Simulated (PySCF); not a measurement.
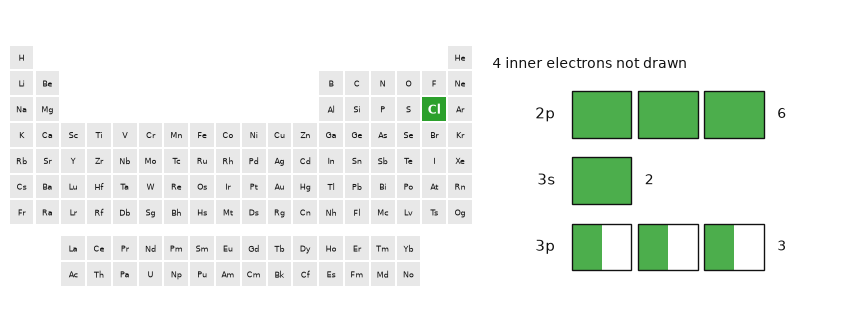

**Figure 1.** Left, the place of chlorine in the periodic table; right, the outer shells of the nominal configuration: a box for each of the 2l + 1 orbitals, shaded by the share of the shell that is filled, with the electron count at the right.

## Run report: Cl²⁺, atomic calculation

- system: Cl²⁺, configuration 1s2 2s2 2p6 3s2 3p3, multiplicity 4.
- method: unrestricted TPSS, def2-TZVP, spin-free X2C-1e, Gaussian nucleus (PySCF)

### The input
```python
from pyscf import gto, scf, dft, mp, cc
import basis_set_exchange as bse
mol = gto.M(atom="Cl 0 0 0", charge=2, spin=3, symmetry="D2h",
            basis=gto.basis.parse(bse.get_basis("def2-TZVP", elements=["Cl"], fmt="nwchem", header=False)),
            nucmod="G")
mf = dft.UKS(mol, xc="TPSS").sfx2c1e()
mf.irrep_nelec = {'Ag': (3, 3), 'B1u': (2, 1), 'B2u': (2, 1), 'B3u': (2, 1)}
mf.kernel()
```

The script is an equivalent of what the driver set up; the driver started from orbitals of its own, so the log can be shorter than this script's would be, and it computed the properties (radii, ⟨L²⟩, response) afterwards. It held the occupations shell by shell, which the script's counts by irreducible representation don't always enforce.

Hardware: 1 thread of Arm Neoverse N1, 40 GiB of memory available, shared host.

The run was one of a batch that the task file lists, launched with:
```bash
OMP_NUM_THREADS=1 python <driver script> TASK.json OUT
```

### Log (extracts)
```
damping factor = 0
level_shift factor = 0
DIIS = <class 'pyscf.scf.diis.CDIIS'>
diis_start_cycle = 1
diis_space = 10
diis_damp = 0
SCF conv_tol = 1e-09
SCF conv_tol_grad = None
number electrons alpha = 9  beta = 6
XC functionals = TPSS
    J. Tao, J. P. Perdew, V. N. Staroverov, and G. E. Scuseria.,  Phys. Rev. Lett. 91, 146401 (2003)
    J. P. Perdew, J. Tao, V. N. Staroverov, and G. E. Scuseria.,  J. Chem. Phys. 120, 6898 (2004)
    J. Tao, J. P. Perdew, V. N. Staroverov, and G. E. Scuseria.,  Phys. Rev. Lett. 91, 146401 (2003)
    J. P. Perdew, J. Tao, V. N. Staroverov, and G. E. Scuseria.,  J. Chem. Phys. 120, 6898 (2004)
cycle= 1 E= -460.066848675369  delta_E= -0.00384  |g|= 0.011  |ddm|= 0.0706
cycle= 2 E= -460.066863433745  delta_E= -1.48e-05  |g|= 0.00195  |ddm|= 0.00977
cycle= 3 E= -460.066863962911  delta_E= -5.29e-07  |g|= 6.18e-05  |ddm|= 0.00168
cycle= 4 E= -460.066863963522  delta_E= -6.11e-10  |g|= 2.5e-05  |ddm|= 7.33e-05
converged SCF energy = -460.066863963522  <S^2> = 3.7504729  2S+1 = 4.0002364
```

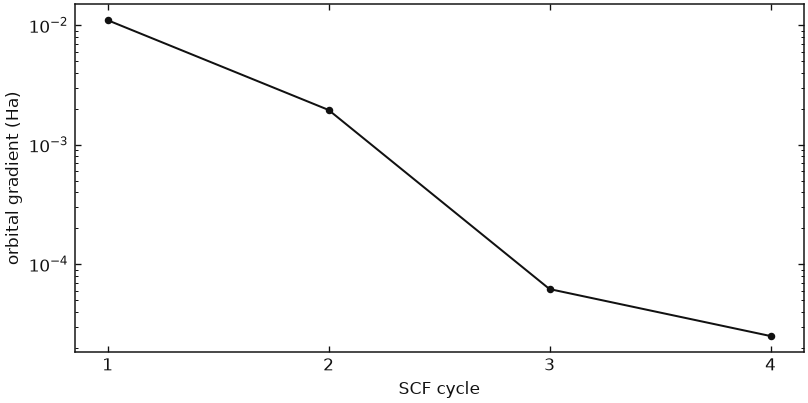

**Figure 2.** Convergence: orbital gradient against the SCF cycle. The residual falls at every step. It goes from 0.011 to 2.5×10⁻⁵ in 4 steps.

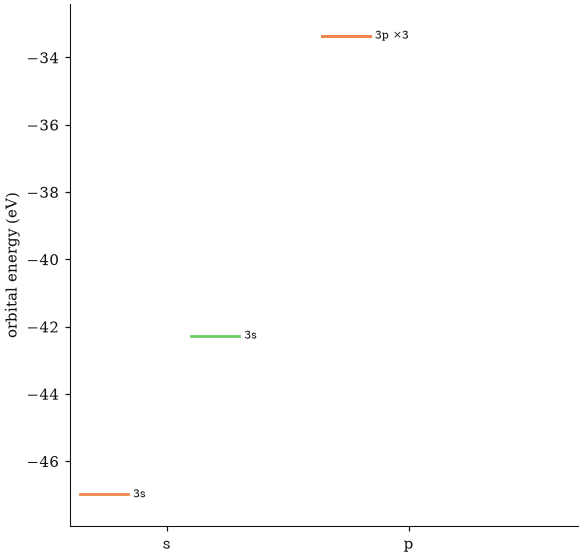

**Figure 3.** Orbital energies of the mean field, from the top down to −47.0 eV, by angular momentum, α spin at the left of each column and β at the right; ×n counts the orbitals under one label. The highest filled orbital is 3p α at −33.4 eV, the lowest empty one p β at −29.0 eV.

### Outcome

| quantity | value |
| --- | --- |
| outcome | converged |
| total energy | −460.066864 hartree |
| ⟨S²⟩ | 3.750 |
| SCF iterations | 4 |

### What is odd here

The input is odd on purpose: basis contracted for another Hamiltonian. The program ran to the end. Its numbers are those of this setting; this run alone doesn't show how far the oddity moves them.
